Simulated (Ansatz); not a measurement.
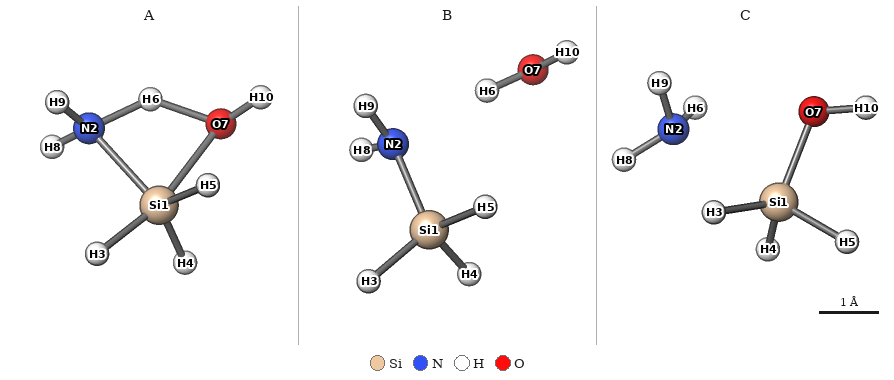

Three geometries of SiNH₇O: a saddle point and the two minima that it joins, in shuffled order. A ball-and-stick model, seen at a tilt. Sticks join atoms that are closer than about 1.2 times the sum of their covalent radii (a little more with hydrogen).

Stationary points at PBE0-D4/def2-TZVP, single-point energies with CAM-B3LYP-D4, wB97X-V, r2SCAN-D4, CCSD(T)/CBS (def2-TZVPP where no basis is named; Ansatz 0.2.0). The energies are electronic, without zero-point or thermal terms, and both ends are the minima reached downhill from the saddle, with any fragments still in contact. CCSD(T)/CBS stands for a frozen-core estimate: MP2 correlation extrapolated from def2-TZVPP and def2-QZVPP, CCSD(T) minus MP2 from the smaller set.

**Identify the saddle point and describe the reaction.**

Frame A is the saddle point. Counted by bonded pieces, B holds H₂O + SiH₅N and C holds NH₃ + SiH₄O. From B over the saddle to C, bonds form: Si1–O7 (3.78 → 2.02 → 1.67 Å), N2–H6 (2.00 → 1.21 → 1.01 Å). Bonds break: Si1–N2 (1.74 → 1.88 → 2.45 Å), H6–O7 (0.97 → 1.28 → 2.70 Å). The saddle has one imaginary mode, 1065i cm⁻¹. With CAM-B3LYP-D4 the barrier is 25.8 kcal/mol from B and 33.2 kcal/mol from C, and C lies 7.4 kcal/mol below B.

```
       level  barrier from B (kcal/mol)  barrier from C (kcal/mol)  C less B (kcal/mol)
CAM-B3LYP-D4                       25.8                       33.2                 −7.4
     wB97X-V                       25.4                       33.4                 −8.0
   r2SCAN-D4                       22.3                       31.0                 −8.7
 CCSD(T)/CBS                       27.0                       34.1                 −7.2
```

Against CCSD(T)/CBS, CAM-B3LYP-D4 comes closest on the barrier from B (−1.1 kcal/mol) and r2SCAN-D4 misses most (−4.7 kcal/mol).
